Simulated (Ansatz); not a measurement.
Molecular dynamics, with input and output: C₂H₆FNSi (part 1 of 2)

C₂H₆FNSi, computed with RKS PBE-d3bjatm/def2-SVP (Ansatz 0.2.0).

The geometry comes from this level: PBE0-D4/def2-TZVP.

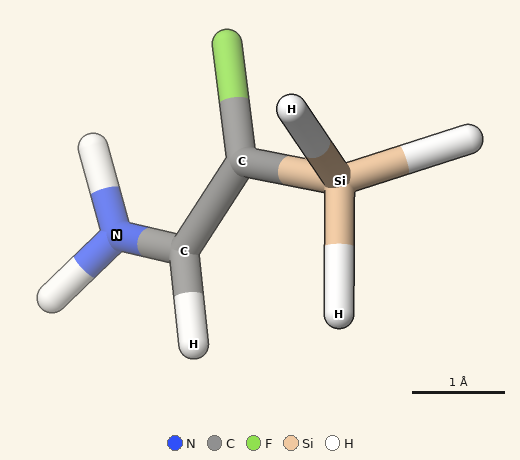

*The starting structure (stick view, seen at a tilt).*

**Key numbers**

| quantity | value |
| --- | --- |
| outcome | finished |
| mean temperature over the second half | 488 K |
| trajectory | 30 steps, 15 fs |
| ensemble | nvt_nose_hoover |
| temperature in the input | 1000 K |
| time step | 0.5 fs |
| potential energy (last step) | −14236.3648 eV |
| mean-field energy (last step) | −14236.1504 eV |
| dispersion energy (last step) | −0.2144 eV |
| SCF solution under orbital rotations (last step) | stable |
| largest force (length of the vector) (last step) | 2.653 eV/Å |
| dipole moment (last step) | 1.40 D |
| hardware | 4 threads of Arm Neoverse V2, 23 GiB of memory available, shared host |
| wall time | 27 s (CPU time 99 s) |
| peak memory | 0.47 GiB |

**Remarks**

So short a trajectory is not equilibrated. The temperature stays far from the 1000 K of the thermostat over the second half: the run isn't equilibrated.

**Input**
```yaml
crystal:
  periodic: [false, false, false]
  atoms:
    - {symbol: N, position_ang: [-1.559652, 1.554580, -0.236054]}
    - {symbol: C, position_ang: [-0.896034, 0.357912, -0.185786]}
    - {symbol: C, position_ang: [0.404035, 0.205509, 0.094189]}
    - {symbol: F, position_ang: [1.097645, 1.342835, 0.419625]}
    - {symbol: Si, position_ang: [1.349770, -1.383201, 0.074041]}
    - {symbol: H, position_ang: [-1.089589, 2.338018, 0.187139]}
    - {symbol: H, position_ang: [-2.552373, 1.533855, -0.084389]}
    - {symbol: H, position_ang: [-1.469943, -0.523361, -0.445890]}
    - {symbol: H, position_ang: [0.378179, -2.450415, -0.282107]}
    - {symbol: H, position_ang: [2.452966, -1.358262, -0.923526]}
    - {symbol: H, position_ang: [1.950397, -1.674471, 1.403359]}
basis:
  gaussian: {orbitals: def2-SVP}
hamiltonian: {xc: {name: PBE}, dispersion: d3bjatm}
md: {timestep: 0.5 fs, n_steps: 30, ensemble: nvt_nose_hoover, temperature: 1000, initial_velocities: maxwell_boltzmann, seed: 213}
```

Launched with:
```bash
ansatz run in.yaml --threads 4 --pin off --events-out ev --progress --plain --max-ram 10444MiB
```

**What the program printed**
```
Functional definition: PBE
  name "PBE"
  cite "Perdew, Burke & Ernzerhof, Phys. Rev. Lett. 77, 3865 (1996) doi:10.1103/PhysRevLett.77.3865"
  parent pbe
  parameter kappa = 0.804
  parameter beta = 0.06672455060314922
  exchange = pbe_x(kappa = kappa, mu = beta*pi^2/3)
  correlation = pbe_c(beta = beta)
1180 factors; their error is unknown
mean field evaluation 1: about -14229.0706 eV, gradient 5.7e1 eV
mean field evaluation 2: about -14213.2806 eV, gradient 9.5e1 eV
mean field evaluation 4: about -14236.4274 eV, gradient 1.2e1 eV
mean field evaluation 8: about -14236.8147 eV, gradient 2.0e-1 eV
mean field evaluation 16: about -14236.7304 eV, gradient 3.7e-4 eV
mean field -14236.73043230 eV, -523.1901933846 hartree, gradient 1.7e-5 eV, S^2 0.000000; 0 other end points of the search recorded, 0 dependent functions left out
the calculation of the forces begins
reference -14236.73046794 eV, -523.1901946944 hartree; 24, 24 occupied and 80, 80 virtual orbitals, 1180 factors
md step     0: t =     0.00 fs  T =  1000.0 K  F+E_penalty+E_count = -14236.94661447 eV  E_kin = 1.163340 eV  conserved = -14235.78327448 eV  (29 SCF iters)
these checks for a lower state are left out or cut short: starts, cluster_reference, orbital_swaps, neighbouring_geometries, increment
1180 factors; their error is unknown
mean field -14236.75072798 eV, -523.1909392371 hartree, gradient 2.7e-5 eV, S^2 0.000000; 0 other end points of the search recorded, 0 dependent functions left out
the calculation of the forces begins
reference -14236.75076400 eV, -523.1909405608 hartree; 24, 24 occupied and 80, 80 virtual orbitals, 1180 factors
md step     1: t =     0.50 fs  T =  1017.0 K  F+E_penalty+E_count = -14236.96639476 eV  E_kin = 1.183083 eV  conserved = -14235.78331208 eV  (31 SCF iters)
[... from here on the SCF iterations and repeated set-up lines of each step are left out, up to the last step ...]
md step     2: t =     1.00 fs  T =   979.0 K  F+E_penalty+E_count = -14236.92108885 eV  E_kin = 1.138854 eV  conserved = -14235.78223380 eV  (32 SCF iters)
md step     3: t =     1.50 fs  T =   898.7 K  F+E_penalty+E_count = -14236.82609601 eV  E_kin = 1.045447 eV  conserved = -14235.78064883 eV  (32 SCF iters)
md step     4: t =     2.00 fs  T =   796.3 K  F+E_penalty+E_count = -14236.70544523 eV  E_kin = 0.926384 eV  conserved = -14235.77906675 eV  (33 SCF iters)
md step     5: t =     2.50 fs  T =   692.8 K  F+E_penalty+E_count = -14236.58378012 eV  E_kin = 0.806004 eV  conserved = -14235.77779528 eV  (33 SCF iters)
md step     6: t =     3.00 fs  T =   605.4 K  F+E_penalty+E_count = -14236.48123434 eV  E_kin = 0.704300 eV  conserved = -14235.77697703 eV  (33 SCF iters)
md step     7: t =     3.50 fs  T =   545.2 K  F+E_penalty+E_count = -14236.41085895 eV  E_kin = 0.634273 eV  conserved = -14235.77666242 eV  (33 SCF iters)
md step     8: t =     4.00 fs  T =   516.5 K  F+E_penalty+E_count = -14236.37762490 eV  E_kin = 0.600890 eV  conserved = -14235.77685733 eV  (33 SCF iters)
md step     9: t =     4.50 fs  T =   516.6 K  F+E_penalty+E_count = -14236.37828738 eV  E_kin = 0.600932 eV  conserved = -14235.77753638 eV  (33 SCF iters)
md step    10: t =     5.00 fs  T =   536.0 K  F+E_penalty+E_count = -14236.40193167 eV  E_kin = 0.623573 eV  conserved = -14235.77861423 eV  (33 SCF iters)
md step    11: t =     5.50 fs  T =   560.5 K  F+E_penalty+E_count = -14236.43160127 eV  E_kin = 0.652057 eV  conserved = -14235.77989189 eV  (33 SCF iters)
md step    12: t =     6.00 fs  T =   573.6 K  F+E_penalty+E_count = -14236.44778545 eV  E_kin = 0.667243 eV  conserved = -14235.78100018 eV  (33 SCF iters)
md step    13: t =     6.50 fs  T =   561.8 K  F+E_penalty+E_count = -14236.43442312 eV  E_kin = 0.653581 eV  conserved = -14235.78142378 eV  (33 SCF iters)
md step    14: t =     7.00 fs  T =   521.6 K  F+E_penalty+E_count = -14236.38678755 eV  E_kin = 0.606795 eV  conserved = -14235.78070723 eV  (33 SCF iters)
md step    15: t =     7.50 fs  T =   464.0 K  F+E_penalty+E_count = -14236.31786252 eV  E_kin = 0.539836 eV  conserved = -14235.77887504 eV  (33 SCF iters)
md step    16: t =     8.00 fs  T =   413.7 K  F+E_penalty+E_count = -14236.25705750 eV  E_kin = 0.481267 eV  conserved = -14235.77677220 eV  (33 SCF iters)
md step    17: t =     8.50 fs  T =   397.3 K  F+E_penalty+E_count = -14236.23689110 eV  E_kin = 0.462245 eV  conserved = -14235.77576583 eV  (31 SCF iters)
md step    18: t =     9.00 fs  T =   427.5 K  F+E_penalty+E_count = -14236.27272402 eV  E_kin = 0.497308 eV  conserved = -14235.77668948 eV  (33 SCF iters)
md step    19: t =     9.50 fs  T =   492.7 K  F+E_penalty+E_count = -14236.35072301 eV  E_kin = 0.573165 eV  conserved = -14235.77901814 eV  (33 SCF iters)
md step    20: t =    10.00 fs  T =   563.8 K  F+E_penalty+E_count = -14236.43547368 eV  E_kin = 0.655863 eV  conserved = -14235.78130175 eV  (33 SCF iters)
md step    21: t =    10.50 fs  T =   610.9 K  F+E_penalty+E_count = -14236.49115236 eV  E_kin = 0.710730 eV  conserved = -14235.78238418 eV  (33 SCF iters)
md step    22: t =    11.00 fs  T =   618.4 K  F+E_penalty+E_count = -14236.49917090 eV  E_kin = 0.719375 eV  conserved = -14235.78205591 eV  (33 SCF iters)
md step    23: t =    11.50 fs  T =   588.0 K  F+E_penalty+E_count = -14236.46231467 eV  E_kin = 0.684074 eV  conserved = -14235.78080698 eV  (32 SCF iters)
md step    24: t =    12.00 fs  T =   534.4 K  F+E_penalty+E_count = -14236.39814787 eV  E_kin = 0.621729 eV  conserved = -14235.77928408 eV  (32 SCF iters)
md step    25: t =    12.50 fs  T =   476.7 K  F+E_penalty+E_count = -14236.32936546 eV  E_kin = 0.554548 eV  conserved = -14235.77796508 eV  (32 SCF iters)
md step    26: t =    13.00 fs  T =   432.0 K  F+E_penalty+E_count = -14236.27619441 eV  E_kin = 0.502509 eV  conserved = -14235.77710129 eV  (33 SCF iters)
md step    27: t =    13.50 fs  T =   411.8 K  F+E_penalty+E_count = -14236.25211646 eV  E_kin = 0.479017 eV  conserved = -14235.77677819 eV  (33 SCF iters)
md step    28: t =    14.00 fs  T =   420.5 K  F+E_penalty+E_count = -14236.26222847 eV  E_kin = 0.489196 eV  conserved = -14235.77698498 eV  (33 SCF iters)
md step    29: t =    14.50 fs  T =   455.5 K  F+E_penalty+E_count = -14236.30326611 eV  E_kin = 0.529870 eV  conserved = -14235.77765143 eV  (33 SCF iters)
these checks for a lower state are left out or cut short: starts, cluster_reference, orbital_swaps, neighbouring_geometries, increment
1180 factors; their error is unknown
mean field -14236.15034957 eV, -523.1688757376 hartree, gradient 9.3e-6 eV, S^2 0.000000; 0 other end points of the search recorded, 0 dependent functions left out
the calculation of the forces begins
reference -14236.15038551 eV, -523.1688770581 hartree; 24, 24 occupied and 80, 80 virtual orbitals, 1180 factors
1180 factors; their error is unknown
mean field evaluation 256: about -14234.8338 eV, gradient 2.2e1 eV
mean field -14236.15034957 eV, -523.1688757376 hartree, gradient 2.3e-5 eV, S^2 0.000000; 1 other end points of the search recorded, 0 dependent functions left out
the calculation of the forces begins
reference -14236.15038551 eV, -523.1688770581 hartree; 24, 24 occupied and 80, 80 virtual orbitals, 1180 factors
md step    30: t =    15.00 fs  T =   507.7 K  F+E_penalty+E_count = -14236.36473109 eV  E_kin = 0.590686 eV  conserved = -14235.77864963 eV  (32 SCF iters)
```

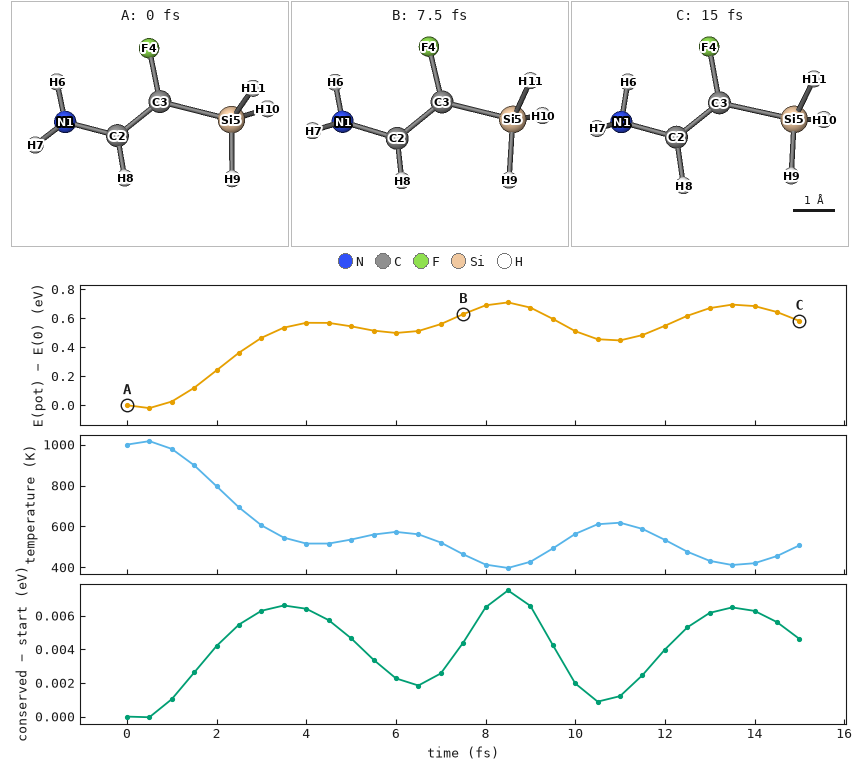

*Frames of the molecular dynamics (ball-and-stick, seen at a tilt) above the curves, on which the letters mark them.*

The trajectory kept here has 31 frames over 15 fs. The temperature starts at 1000 K, ranges from 397 to 1017 K and averages 488 K over the second half. The potential energy ends 0.582 eV above its first value. The conserved quantity stays within 0.0075 eV. After an unweighted best fit of the last frame on the first, the root-mean-square displacement is 0.24 Å, and H7 has moved furthest (0.46 Å).

```
Total energy: -14236.36476702 eV, -523.1767554334 hartree
Atom 0 at    -1.633733     1.619244    -0.260320 Å, force     0.968408    -1.498091     0.584724 eV/Å
Atom 1 at    -0.936442     0.354820    -0.230271 Å, force    -2.181610    -0.861057    -1.240904 eV/Å
Atom 2 at     0.380100     0.207017     0.047592 Å, force     0.986280     0.051658     0.553305 eV/Å
Atom 3 at     1.105884     1.356663     0.472740 Å, force    -0.814323    -0.920986    -0.461209 eV/Å
Atom 4 at     1.398411    -1.425824     0.087750 Å, force    -1.188171     1.376550    -0.302942 eV/Å
Atom 5 at    -0.826165     2.270843    -0.118043 Å, force    -1.218354     0.299855     0.558553 eV/Å
Atom 6 at    -2.388979     1.585932     0.490918 Å, force     1.141582     0.627454    -0.912985 eV/Å
Atom 7 at    -1.578793    -0.575922    -0.655467 Å, force     1.490898     1.754645     1.182679 eV/Å
Atom 8 at     0.358192    -2.462636    -0.080336 Å, force    -0.166802    -0.502518     0.111707 eV/Å
Atom 9 at     2.249524    -1.433311    -1.102865 Å, force     0.694539    -0.157778    -0.427787 eV/Å
Atom 10 at     2.141438    -1.472297     1.359823 Å, force     0.287553    -0.169732     0.354859 eV/Å
Dipole moment:    -0.194745    -0.127168     0.176660 e Å
```

**Trajectory as extended XYZ (Å, eV, eV/Å), 19 of the 31 frames kept, from step=0 to step=30**
```
11
Properties=species:S:1:pos:R:3:forces:R:3 step=0 time_fs=0.0 energy=-14236.94661 temperature=1000.0
N    -1.5597    1.5546   -0.2361    0.0785  -0.1441  -0.3551
C    -0.8960    0.3579   -0.1858   -0.7599   0.1976  -0.1436
C     0.4040    0.2055    0.0942    0.8779  -0.0974   0.1851
F     1.0976    1.3428    0.4196    0.2735   0.3359   0.1223
Si    1.3498   -1.3832    0.0740    0.0048   0.0355   0.0022
H    -1.0896    2.3380    0.1871    0.3408   0.5184   0.2643
H    -2.5524    1.5339   -0.0844   -0.6734   0.0215   0.0826
H    -1.4699   -0.5234   -0.4459   -0.3612  -0.4953  -0.1534
H     0.3782   -2.4504   -0.2821   -0.1949  -0.2637  -0.0783
H     2.4530   -1.3583   -0.9235    0.2631  -0.0214  -0.2184
H     1.9504   -1.6745    1.4034    0.1509  -0.0870   0.2923
11
Properties=species:S:1:pos:R:3:forces:R:3 step=2 time_fs=1.0 energy=-14236.92109 temperature=979.0
N    -1.5622    1.5582   -0.2398   -1.1663   0.7143   0.3280
C    -0.9002    0.3540   -0.1894   -1.3036  -0.9049  -0.3963
C     0.4110    0.1979    0.0912    0.2267   0.3351   0.1132
F     1.0995    1.3467    0.4238    0.1274   0.0369   0.0643
Si    1.3529   -1.3857    0.0765    0.0167  -0.2114  -0.2960
H    -1.1021    2.3776    0.1802    0.2051  -0.3858  -0.1308
H    -2.5831    1.5821   -0.0170    0.9200  -0.3079  -0.3092
H    -1.5123   -0.5618   -0.4889    0.6545   0.9484   0.3680
H     0.3530   -2.4569   -0.2852    0.0972  -0.0119   0.0611
H     2.4369   -1.3456   -0.9691    0.0837  -0.0948   0.0741
H     1.9572   -1.6458    1.4184    0.1384  -0.1180   0.1235
11
Properties=species:S:1:pos:R:3:forces:R:3 step=3 time_fs=1.5 energy=-14236.82610 temperature=898.7
N    -1.5638    1.5601   -0.2416   -1.6162   1.1072   0.6562
C    -0.9027    0.3518   -0.1913   -1.4063  -1.2153  -0.4659
C     0.4145    0.1942    0.0897   -0.1079   0.5498   0.0767
F     1.1005    1.3486    0.4260    0.0566  -0.1088   0.0346
Si    1.3545   -1.3870    0.0776    0.0353  -0.3266  -0.4304
H    -1.1076    2.3966    0.1766    0.1568  -0.7903  -0.2997
H    -2.5961    1.6053    0.0158    1.5146  -0.4859  -0.5207
H    -1.5317   -0.5784   -0.5093    1.0101   1.4299   0.5730
H     0.3406   -2.4603   -0.2866    0.2351   0.1033   0.1257
H     2.4293   -1.3396   -0.9918   -0.0024  -0.1316   0.2235
H     1.9611   -1.6319    1.4264    0.1243  -0.1317   0.0270
11
Properties=species:S:1:pos:R:3:forces:R:3 step=5 time_fs=2.5 energy=-14236.58378 temperature=692.8
N    -1.5677    1.5646   -0.2448   -2.0953   1.6207   1.1498
C    -0.9085    0.3467   -0.1954   -1.3268  -1.4096  -0.4997
C     0.4215    0.1871    0.0868   -0.7705   0.9665   0.0070
F     1.1025    1.3525    0.4302   -0.0823  -0.3900  -0.0279
Si    1.3576   -1.3896    0.0799    0.0854  -0.5142  -0.6525
H    -1.1174    2.4280    0.1667    0.1528  -1.3634  -0.5236
H    -2.6102    1.6478    0.0772    2.1809  -0.8125  -0.8799
H    -1.5626   -0.6005   -0.5458    1.4410   1.9718   0.8597
H     0.3177   -2.4662   -0.2883    0.4718   0.2913   0.2365
H     2.4138   -1.3286   -1.0352   -0.1449  -0.2017   0.5010
H     1.9698   -1.6050    1.4425    0.0878  -0.1588  -0.1705
```
